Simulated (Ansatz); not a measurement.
The figure comes from a scan of Al₂Cu (Al2Cu type, space group I4/mcm): the cell is scaled evenly about its relaxed volume V₀. Method: r2SCAN (plane waves to 500 eV, PAW, scalar-relativistic; Ansatz, an electronic-structure program). k mesh 12×12×12 (Γ-centred), Fermi-Dirac smearing 0.05 eV. Energies are smeared free energies. Al2Cu is run without spin polarisation. Al2Cu was relaxed with its symmetry unable to fall. ΔE is measured from the relaxed starting cell.

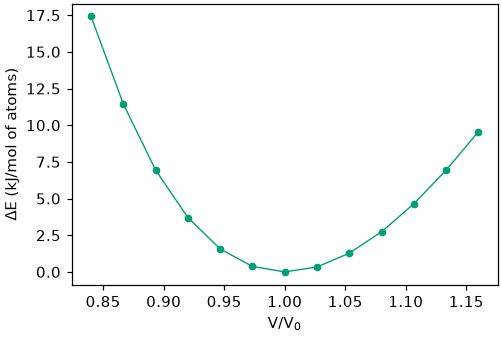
Figure: ΔE (kJ/mol of atoms) against V/V₀; computed points joined by lines.

Task: List the plotted points as numbers.

Result: To the nearest 0.5:

```csv
V/V₀,ΔE (kJ/mol of atoms)
0.840,17.5
0.867,11.5
0.893,7.0
0.920,3.5
0.947,1.5
0.973,0.5
1.000,0.0
1.027,0.5
1.053,1.5
1.080,2.5
1.107,4.5
1.133,7.0
1.160,9.5
```

(Under strain, the slope of the energy per volume gives the stress and its curvature an elastic modulus.)
